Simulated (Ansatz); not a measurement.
Band structure of RbReO₃ (Pm-3m, 5 atoms in the cell).

```xyz
5
Lattice="4.0673 0.0000 0.0000 0.0000 4.0673 0.0000 0.0000 0.0000 4.0673" Properties=species:S:1:pos:R:3 pbc="T T T"
Rb     0.0000     0.0000     0.0000
Re     2.0337     2.0337     2.0337
O      2.0337     2.0337     0.0000
O      0.0000     2.0337     2.0337
O      2.0337     0.0000     2.0337
```

Computed with PBEsol, PAW files made with PBE (plane waves; Ansatz, a program for electronic structure).

Settings: kpoints.mp_grid.grid = 8 8 8; hamiltonian.xc = pbesol; hamiltonian.pseudopotentials = {kind: paw} (the program's default PAW files); scf.occupations.method = fermi_dirac; scf.occupations.width = 0.1 eV; kpoints.band_path.npoints = 8.

The starting cell comes from a database of computed structures (which also holds hypothetical and non-ambient phases and stackings), without a prior relaxation at this level. Its lattice was rescaled by a random factor within 2.5 % of one. Spin-orbit coupling is off. Spin polarisation is off.

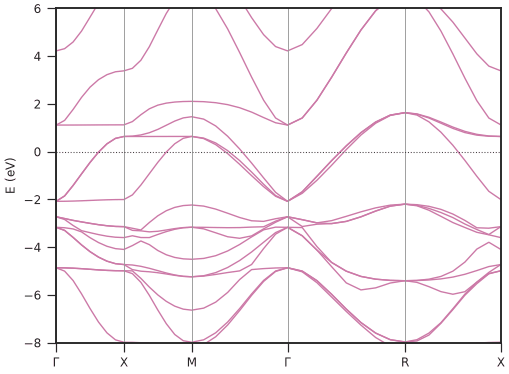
Figure: Bands along the path, energies from the Fermi level.

Levels in eV from the Fermi level, bands 18 to 25:
```csv
point,18,19,20,21,22,23,24,25
Γ,-2.73,-2.73,-2.73,-2.08,-2.08,-2.08,1.11,1.11
X,-3.60,-3.14,-3.14,-2.00,0.64,0.64,1.12,3.39
M,-3.16,-3.16,-2.23,0.64,0.64,1.46,2.11,6.81
R,-2.20,-2.20,-2.20,1.63,1.63,1.63,6.54,6.54
```

Bands cross the Fermi level along this path, so the cell is metallic at this level.

Keys are those of Ansatz 0.2.
